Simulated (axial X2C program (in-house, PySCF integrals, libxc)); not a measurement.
**AuSi: from the state search to constants**

What are the state, bond length, wavenumber and bond energy of AuSi, and what does spin–orbit coupling change?

The runs use an in-house X2C program for linear molecules on PySCF integrals; all-electron X2C, Au dyall-cv3z, Si dyall-v3z.

All values are calculated.

**1. Set-up**

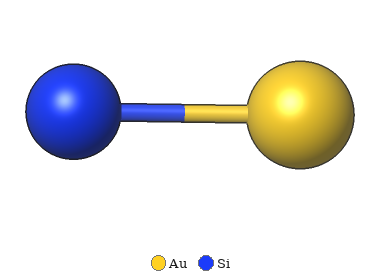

The two atoms at 2.400 Å (gold amber, silicon blue).

Contents of task.json:

```json
{"zs": [79, 14], "q": 0, "bas": ["dyall-cv3z", "dyall-v3z"], "levels": ["PBE0", "HF", "PW91"], "cc": true, "r0": 2.4, "thr": -2.0, "nmax": 90, "npts": 10, "nst": 2, "ntry": 6}
```

Keys: zs atomic numbers; q charge; bas basis sets; levels methods (HF also brings MP2); cc coupled cluster on or off; r0 starting distance in Å; thr threshold in hartree for freezing inner shells (an s shell follows its p shell); nmax most natural virtual spinors; npts points asked for on the curve; nst determinants followed; ntry starts of the search.

On the command line:

```console
python so2c.py task.json out
```

Spin-free means the one-electron spin-free X2C Hamiltonian; two-component (2c) means X2C with spin–orbit coupling and atomic mean-field two-electron Coulomb and Gaunt terms. Basis: Au dyall-cv3z contracted to [13s14p9d6f4g], Si dyall-v3z contracted to [8s7p2d1f]; Gaussian nuclei, density fitting. Masses: Au 196.967 u, Si 27.977 u.

Notation: σ, π±, δ± give the projection m of an orbital's angular momentum (0, ±1, ±2), α and β its spin, Λ and M_S the sums; ω is the projection of a spinor's total angular momentum and Ω the sum. Logs are in hartree.

The results follow Hamiltonian by Hamiltonian and level by level.

**2. Which state to follow**

PBE0 moves the distance from 2.400 Å to 2.246 Å and compares determinants there.

Spin-free determinants:

| ΔE (eV) | state | open shells |
| --- | --- | --- |
| 0.00 | M_S = 1/2, Λ = 1 | beyond closed shells: π+α |
| 1.44 | M_S = 3/2, Λ = 0 | beyond closed shells: σα, π+α, π-α |
| 1.69 | M_S = 1/2, Λ = 0 | beyond closed shells: σα |
| 1.89 | M_S = 1/2, Λ = 0 | beyond closed shells: σβ, π+α, π-α |
| 2.43 | M_S = 1/2, Λ = 2 | beyond closed shells: σα, π+α, π+β |
| 2.43 | M_S = 1/2, Λ = 0 | beyond closed shells: σα, π+β, π-α |
| 2.78 | M_S = 3/2, Λ = 1 | beyond closed shells: 2 × σα, π+α |

Two-component determinants:

```json
{"ΔE (eV)": "0.00", "state": "Ω = 1/2", "open shells": "excess of +ω over −ω: ω = 1/2"}
{"ΔE (eV)": "0.14", "state": "Ω = 3/2", "open shells": "excess of +ω over −ω: ω = 3/2"}
{"ΔE (eV)": "1.96", "state": "Ω = 1/2", "open shells": "excess of +ω over −ω: 2 × ω = -1/2, ω = 3/2"}
{"ΔE (eV)": "2.47", "state": "Ω = 5/2", "open shells": "excess of +ω over −ω: 2 × ω = 1/2, ω = 3/2"}
{"ΔE (eV)": "2.66", "state": "Ω = 1/2", "open shells": "excess of +ω over −ω: ω = 1/2"}
{"ΔE (eV)": "3.13", "state": "Ω = 3/2", "open shells": "excess of +ω over −ω: 3 × ω = 1/2"}
{"ΔE (eV)": "3.56", "state": "Ω = 7/2", "open shells": "excess of +ω over −ω: ω = -1/2, ω = 3/2, ω = 5/2"}
```

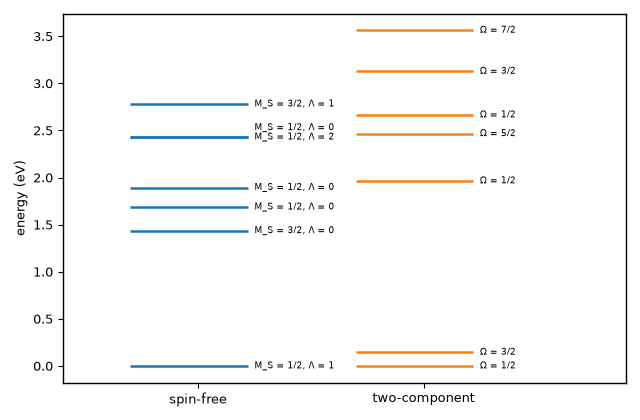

The determinants found, each set from its own lowest.

**3. PBE0, spin-free**

State followed: M_S = 1/2, Λ = 1 (beyond closed shells: π+α). The scan is laid around 2.246 Å, a first estimate of the minimum, and this SCF restarts from the orbitals of the search.

Output at 2.246 Å:

```text
spin-free X2C-1e  PBE0
basis functions 224  fitting functions 1151  grid points 5079
iter        total energy     max residual
   1     -19304.539778785     1.45e-05
   2     -19304.539778760     3.51e-05
   3     -19304.539778795     4.70e-06
   4     -19304.539778796     2.06e-06
converged
one-electron -26986.50762594  Coulomb 7811.77179870  exact exchange -96.08142514  xc functional -294.30578344  nuclear repulsion 260.58325702
```

Along the bond, energies from the lowest point:

```csv
R (Å),E (eV),μ (D),HOMO (eV),LUMO (eV),iterations
1.954,0.8994,-0.71,-5.04,-3.28,13
2.044,0.3735,-0.63,-5.11,-3.32,12
2.111,0.1514,-0.54,-5.16,-3.36,12
2.179,0.0354,-0.43,-5.22,-3.40,12
2.246,0.0000,-0.30,-5.28,-3.44,4
2.325,0.0323,-0.13,-5.35,-3.49,13
2.403,0.1208,0.05,-5.42,-3.54,13
2.504,0.2892,0.31,-5.51,-3.61,13
2.628,0.5419,0.63,-5.62,-3.70,13
2.808,0.9460,1.10,-5.78,-3.82,13
```

Dipoles are positive if Si is the positive end.

Outer orbitals at the reference distance:

```
symmetry  occupied  ε (eV)              atomic character
      σα       yes  -13.86  56% Si s, 21% Au d, 11% Au s
      σβ       yes  -13.14  49% Si s, 28% Au d, 12% Au s
     π+α       yes   -9.88             90% Au d, 7% Si p
     π-α       yes   -9.68             91% Au d, 6% Si p
     π-β       yes   -9.62             93% Au d, 4% Si p
     π+β       yes   -9.62             93% Au d, 4% Si p
      σα       yes   -9.47  68% Au d, 15% Si s, 10% Si p
      σβ       yes   -9.19   63% Au d, 20% Si s, 7% Si p
     δ+α       yes   -9.00                     100% Au d
     δ-α       yes   -8.98                     100% Au d
     δ-β       yes   -8.96                     100% Au d
     δ+β       yes   -8.96                     100% Au d
      σα       yes   -6.95   44% Au s, 42% Si p, 7% Au d
      σβ       yes   -6.77   43% Si p, 42% Au s, 6% Si s
     π+α       yes   -5.28   75% Si p, 11% Au p, 9% Au d
     π-α        no   -3.44   74% Si p, 15% Au p, 8% Au d
     π-β        no   -2.59   71% Si p, 21% Au p, 6% Au d
     π+β        no   -2.59   71% Si p, 21% Au p, 6% Au d
      σα        no   -2.01  41% Au p, 28% Si p, 23% Au s
```

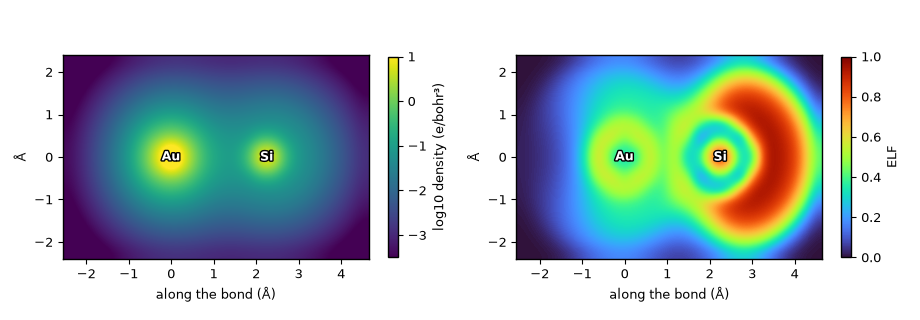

PBE0 fields in a plane through the axis, from a grid of 0.3 Å; Au lies at z = 0 and Si at z = 2.246 Å; the ELF is damped to zero where the density is low.

Re = 2.249 Å, ωe = 377 cm⁻¹, ωexe = 1.39 cm⁻¹, Be = 0.136 cm⁻¹, De = 2.94 eV, μ = -0.29 D.

**4. HF, spin-free**

The SCF at the reference distance of 2.246 Å:

```text
spin-free X2C-1e  HF
basis functions 224  fitting functions 1151  grid points 5079
iter        total energy     max residual
   1     -19298.478270761     9.30e-01
   2     -19298.521002106     1.67e-02
   3     -19298.522550293     1.99e-02
   4     -19298.524584265     1.42e-03
   5     -19298.524870433     8.84e-04
   6     -19298.524963321     4.86e-04
   7     -19298.524996483     2.20e-04
   8     -19298.525003873     1.11e-04
   9     -19298.525005428     7.16e-05
  10     -19298.525006124     6.44e-05
  11     -19298.525006954     4.80e-05
  12     -19298.525007900     3.23e-05
  13     -19298.525008348     8.86e-06
  14     -19298.525008377     2.70e-06
  15     -19298.525008379     1.17e-06
converged
one-electron -26989.71762520  Coulomb 7815.18556588  exact exchange -384.57620608  xc functional 0.00000000  nuclear repulsion 260.58325702
```

Re = 2.349 Å, ωe = 312 cm⁻¹, Be = 0.1247 cm⁻¹, De = 1.07 eV, μ = -1.51 D.

**5. PW91, spin-free**

The SCF at the reference distance of 2.246 Å:

```text
spin-free X2C-1e  PW91
basis functions 224  fitting functions 1151  grid points 5079
iter        total energy     max residual
   1     -19306.721994566     2.93e-01
   2     -19306.726050655     1.26e-02
   3     -19306.705385985     3.27e-02
   4     -19306.728227287     6.32e-03
   5     -19306.728958767     3.49e-03
   6     -19306.729269588     4.22e-04
   7     -19306.729273621     2.42e-05
   8     -19306.729273633     1.18e-05
   9     -19306.729273637     2.88e-06
  10     -19306.729273637     2.03e-06
converged
one-electron -26984.68694004  Coulomb 7809.90160116  exact exchange 0.00000000  xc functional -392.52719178  nuclear repulsion 260.58325702
```

Re = 2.247 Å, ωe = 382 cm⁻¹, ωexe = 1.42 cm⁻¹, Be = 0.1362 cm⁻¹, De = 3.37 eV, μ = 0.11 D.

**6. MP2, spin-free**

Correlated methods: 15 electrons correlated (frozen shells, counted by type: Au 5 s, 4 p, 2 d, 1 f; Si 2 s, 1 p), 259 virtual spinors in MP2.

Output of the correlated part at 2.246 Å:

```text
correlated 15  virtual 259  natural virtual 90  E(MP2) -0.513408367  MP2 remainder -0.040002606
iter   CCSD correlation   residual
   1     -0.430346157   2.00e-01
   2     -0.447618542   8.44e-02
   3     -0.452054311   3.64e-02
   4     -0.452068493   1.38e-02
   5     -0.452305929   5.76e-03
   6     -0.452375866   2.17e-03
   7     -0.452362365   8.82e-04
   8     -0.452367097   2.86e-04
   9     -0.452369465   1.11e-04
  10     -0.452368886   5.09e-05
  11     -0.452368622   2.45e-05
  12     -0.452368576   1.10e-05
  13     -0.452368390   5.27e-06
  14     -0.452368427   2.26e-06
  15     -0.452368420   9.66e-07
(T) -0.022896695  T1 0.0423  D1 0.1107  max T2 0.087
```

T1 in the output is the amplitude norm over the root of the electron number; divide by √2 for the Lee–Taylor value.

Coupled cluster ran at too few distances for a curve.

MP2: Re = 2.211 Å, ωe = 408 cm⁻¹, Be = 0.1408 cm⁻¹, De = 3.13 eV.

**7. A higher determinant, spin-free**

State: M_S = 3/2, Λ = 0 (beyond closed shells: σα, π+α, π-α).

Output at the reference distance:

```text
spin-free X2C-1e  PBE0
basis functions 224  fitting functions 1151  grid points 5079
iter        total energy     max residual
   1     -19304.487016600     1.18e-05
   2     -19304.487016601     1.54e-05
converged
one-electron -26985.45856204  Coulomb 7810.83029068  exact exchange -96.10395106  xc functional -294.33805121  nuclear repulsion 260.58325702
```

```csv
R (Å),E above the lowest PBE0 point (eV)
1.954,2.352
2.044,1.835
2.111,1.611
2.179,1.486
2.246,1.436
2.325,1.442
2.403,1.497
2.504,1.609
2.628,1.777
```

Re = 2.275 Å, ωe = 333 cm⁻¹, ωexe = 2.06 cm⁻¹, Be = 0.1329 cm⁻¹, μ = -1.86 D. Te = 1.43 eV.

**8. The spin-free curves together**

Energy (eV) of the followed determinant, spin-free, from each level's lowest point:

```csv
R (Å),PBE0,HF,MP2,PW91
1.954,0.899,1.259,0.745,0.908
2.044,0.374,0.644,0.264,0.375
2.111,0.151,0.349,0.078,0.151
2.179,0.035,0.160,0.000,0.034
2.246,0.000,0.051,0.001,0.000
2.325,0.032,0.000,0.073,0.035
2.403,0.121,0.009,0.198,0.127
2.504,0.289,0.083,0.410,0.300
2.628,0.542,0.230,0.734,0.558
2.808,0.946,0.467,1.315,0.969
```

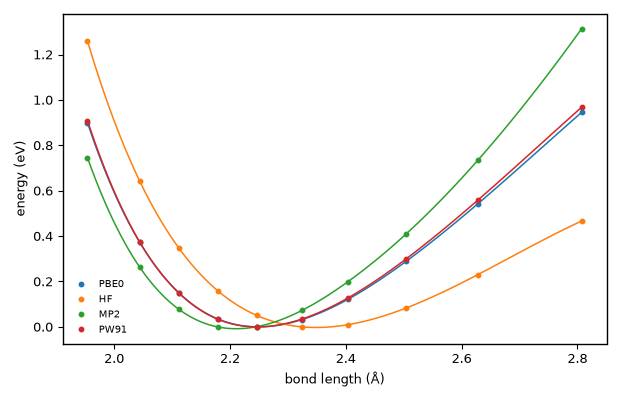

Curves of the followed state, spin-free, each from its own lowest point.

**9. PBE0, 2c**

State followed: Ω = 1/2 (excess of +ω over −ω: ω = 1/2). The scan is laid around 2.246 Å, a first estimate of the minimum, and this SCF restarts from the orbitals of the search.

Output at 2.246 Å:

```text
two-component X2C + atomic mean field  PBE0
basis functions 224  fitting functions 1151  grid points 5079
iter        total energy     max residual
   1     -19306.967741577     9.54e-06
   2     -19306.967741575     1.92e-05
converged
one-electron -26968.25626516  Coulomb 7808.79265348  exact exchange -96.06101823  xc functional -294.31355218  nuclear repulsion 260.58325702  atomic mean-field constant -17.71281650
```

Along the bond, energies from the lowest point:

```csv
R (Å),E (eV),μ (D),HOMO (eV),LUMO (eV),iterations
1.954,0.8397,-0.54,-5.17,-3.17,13
2.044,0.3344,-0.49,-5.21,-3.23,12
2.111,0.1265,-0.43,-5.25,-3.27,12
2.179,0.0236,-0.34,-5.30,-3.32,12
2.246,0.0000,-0.23,-5.34,-3.37,2
2.325,0.0446,-0.08,-5.40,-3.43,13
2.403,0.1437,0.09,-5.46,-3.49,13
2.504,0.3237,0.32,-5.55,-3.56,13
2.628,0.5882,0.64,-5.65,-3.66,13
2.808,1.0057,1.10,-5.80,-3.79,13
```

Dipoles are positive if Si is the positive end.

Outer spinors at the reference distance:

```csv
ω,occupied,ε (eV),atomic character,λ mixture
-1/2,yes,-13.90,"55% Si s, 23% Au d, 11% Au s","99% σ, 1% π"
1/2,yes,-13.19,"47% Si s, 31% Au d, 11% Au s","99% σ, 1% π"
1/2,yes,-10.49,"83% Au d, 7% Si s, 4% Si p","79% π, 21% σ"
-1/2,yes,-10.45,"84% Au d, 7% Si s, 4% Si p","66% π, 34% σ"
3/2,yes,-10.18,98% Au d,"62% δ, 38% π"
-3/2,yes,-10.17,97% Au d,"59% δ, 41% π"
-1/2,yes,-9.07,"75% Au d, 10% Si p, 9% Si s","67% σ, 33% π"
1/2,yes,-8.95,"68% Au d, 15% Si s, 9% Si p","80% σ, 20% π"
-3/2,yes,-8.93,"93% Au d, 5% Si p","59% π, 41% δ"
3/2,yes,-8.91,"94% Au d, 3% Si p","62% π, 38% δ"
-5/2,yes,-8.42,100% Au d,100% δ
5/2,yes,-8.41,100% Au d,100% δ
-1/2,yes,-6.96,"44% Au s, 42% Si p, 7% Au d",100% σ
1/2,yes,-6.79,"43% Si p, 42% Au s, 5% Si s",100% σ
1/2,yes,-5.34,"74% Si p, 13% Au p, 9% Au d","99% π, 1% σ"
-3/2,no,-3.37,"74% Si p, 14% Au p, 9% Au d",100% π
-1/2,no,-2.71,"66% Si p, 25% Au p, 5% Au d","94% π, 6% σ"
3/2,no,-2.52,"72% Si p, 19% Au p, 6% Au d",100% π
-1/2,no,-2.00,"39% Au p, 31% Si p, 21% Au s","93% σ, 7% π"
```

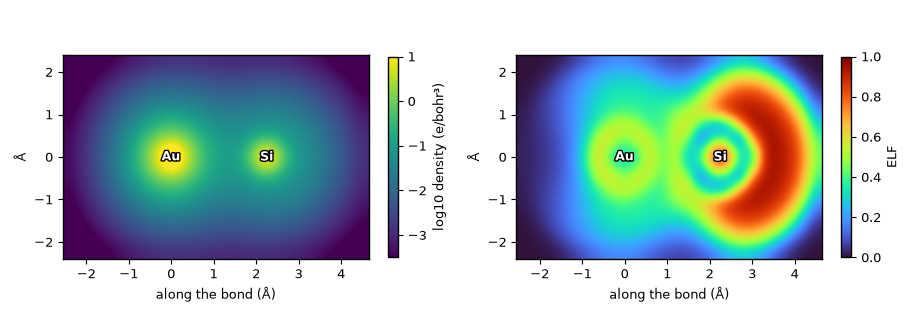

PBE0 fields in a plane through the axis, from a grid of 0.3 Å; Au lies at z = 0 and Si at z = 2.246 Å; the ELF is damped to zero where the density is low.

Re = 2.237 Å, ωe = 384 cm⁻¹, ωexe = 1.42 cm⁻¹, Be = 0.1376 cm⁻¹, De = 3.06 eV, μ = -0.25 D.

**10. HF, 2c**

The SCF at the reference distance of 2.246 Å:

```text
two-component X2C + atomic mean field  HF
basis functions 224  fitting functions 1151  grid points 5079
iter        total energy     max residual
   1     -19300.837244083     9.27e-01
   2     -19300.880414749     1.67e-02
   3     -19300.882056472     1.99e-02
   4     -19300.884126579     1.47e-03
   5     -19300.884443560     9.83e-04
   6     -19300.884548924     4.74e-04
   7     -19300.884587252     2.67e-04
   8     -19300.884595660     9.61e-05
   9     -19300.884597406     5.71e-05
  10     -19300.884598128     4.52e-05
  11     -19300.884598810     2.75e-05
  12     -19300.884599202     2.05e-05
  13     -19300.884599327     1.05e-05
  14     -19300.884599348     7.37e-06
  15     -19300.884599358     5.26e-06
  16     -19300.884599369     3.32e-06
  17     -19300.884599377     1.26e-06
  18     -19300.884599378     8.82e-07
converged
one-electron -26971.48524402  Coulomb 7812.22488653  exact exchange -384.49468241  xc functional 0.00000000  nuclear repulsion 260.58325702  atomic mean-field constant -17.71281650
```

Re = 2.333 Å, ωe = 317 cm⁻¹, Be = 0.1265 cm⁻¹, De = 1.15 eV, μ = -1.46 D.

**11. PW91, 2c**

The SCF at the reference distance of 2.246 Å:

```text
two-component X2C + atomic mean field  PW91
basis functions 224  fitting functions 1151  grid points 5079
iter        total energy     max residual
   1     -19309.179168005     2.92e-01
   2     -19309.183008149     1.31e-02
   3     -19309.157660179     3.51e-02
   4     -19309.185184412     7.17e-03
   5     -19309.186215583     3.40e-03
   6     -19309.186527334     4.86e-04
   7     -19309.186532408     3.40e-05
   8     -19309.186532426     1.91e-05
   9     -19309.186532437     6.53e-06
  10     -19309.186532439     2.14e-06
converged
one-electron -26966.42752795  Coulomb 7806.91503219  exact exchange 0.00000000  xc functional -392.54447720  nuclear repulsion 260.58325702  atomic mean-field constant -17.71281650
```

Re = 2.236 Å, ωe = 388 cm⁻¹, ωexe = 1.45 cm⁻¹, Be = 0.1376 cm⁻¹, De = 3.50 eV, μ = 0.16 D.

**12. Correlated methods, 2c**

Correlated methods: 15 electrons correlated (frozen shells, counted by type: Au 5 s, 4 p, 2 d, 1 f; Si 2 s, 1 p), 259 virtual spinors in MP2.

MP2: Re = 2.199 Å, ωe = 415 cm⁻¹, Be = 0.1423 cm⁻¹, De = 3.25 eV.

**13. A higher determinant, 2c**

State: Ω = 3/2 (excess of +ω over −ω: ω = 3/2).

Output at the reference distance:

```text
two-component X2C + atomic mean field  PBE0
basis functions 224  fitting functions 1151  grid points 5079
iter        total energy     max residual
   1     -19306.962414837     1.25e-05
   2     -19306.962414828     2.63e-05
   3     -19306.962414844     3.33e-06
   4     -19306.962414844     1.48e-06
converged
one-electron -26968.31431568  Coulomb 7808.86006478  exact exchange -96.06245422  xc functional -294.31615024  nuclear repulsion 260.58325702  atomic mean-field constant -17.71281650
```

```csv
R (Å),E above the lowest PBE0 point (eV)
1.954,1.087
2.044,0.546
2.111,0.313
2.179,0.188
2.246,0.145
2.325,0.169
2.403,0.251
2.504,0.413
2.628,0.660
```

Re = 2.258 Å, ωe = 373 cm⁻¹, ωexe = 1.36 cm⁻¹, Be = 0.135 cm⁻¹, μ = -0.33 D. Te = 0.14 eV.

**14. The 2c curves together**

Energy (eV) of the followed determinant, 2c, from each level's lowest point:

```csv
R (Å),PBE0,HF,MP2,PW91
1.954,0.840,1.180,0.692,0.856
2.044,0.334,0.588,0.235,0.340
2.111,0.126,0.310,0.065,0.129
2.179,0.024,0.135,0.000,0.024
2.246,0.000,0.038,0.013,0.000
2.325,0.045,0.000,0.097,0.046
2.403,0.144,0.020,0.232,0.147
2.504,0.324,0.105,0.455,0.330
2.628,0.588,0.263,0.790,0.598
2.808,1.006,0.513,1.380,1.018
```

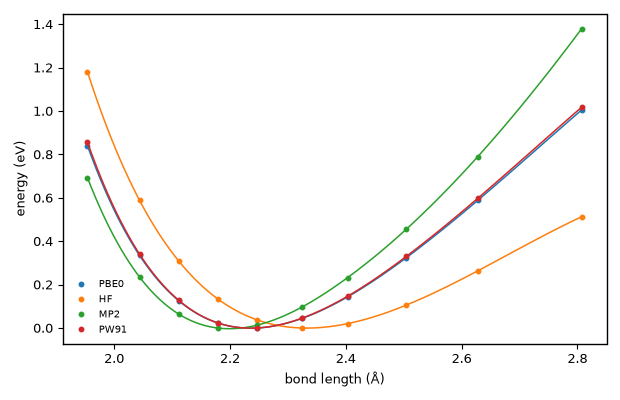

Curves of the followed state, 2c, each from its own lowest point.

The whole job took 3.1 min on 1 thread of Arm Neoverse V1, shared host.

**15. Results**

Lowest determinant that the search found at its distance, spin-free: M_S = 1/2, Λ = 1 (beyond closed shells: π+α).

Lowest determinant that the search found at its distance, 2c: Ω = 1/2 (excess of +ω over −ω: ω = 1/2).

```tsv
Hamiltonian	level	Re (Å)	ωe (cm⁻¹)	De (eV)	μ (D)
spin-free	PBE0	2.249	377	2.94	-0.29
spin-free	HF	2.349	312	1.07	-1.51
spin-free	MP2	2.211	408	3.13	n/a
spin-free	PW91	2.247	382	3.37	0.11
2c	PBE0	2.237	384	3.06	-0.25
2c	HF	2.333	317	1.15	-1.46
2c	MP2	2.199	415	3.25	n/a
2c	PW91	2.236	388	3.50	0.16
```

Dipoles are positive if Si is the positive end.

Time per point (s) on 1 thread of Arm Neoverse V1, shared host (2c runs); the times are rough: PBE0 1.1, HF 1.3, MP2 1.5, PW91 0.39.

**Reading.** At MP2, going from spin-free to two-component changes Re by -12 mÅ, ωe by +1.6 %, which is small (part of it comes from the scalar share of the two-electron terms). It costs about 1.9 times the time. De moves by +0.12 eV; both De rest on single-determinant atoms, which can miss part of an open shell's spin–orbit lowering.

De refers to Au + Si, each in the lowest determinant found, which need not be this curve's own limit. The state is a single determinant with fixed occupations, the lowest that a limited PBE0 search found. De is counted from the lowest determinant-based energies of the atoms at the same level, without counterpoise correction. Density functionals use the spin component along the axis (collinear).
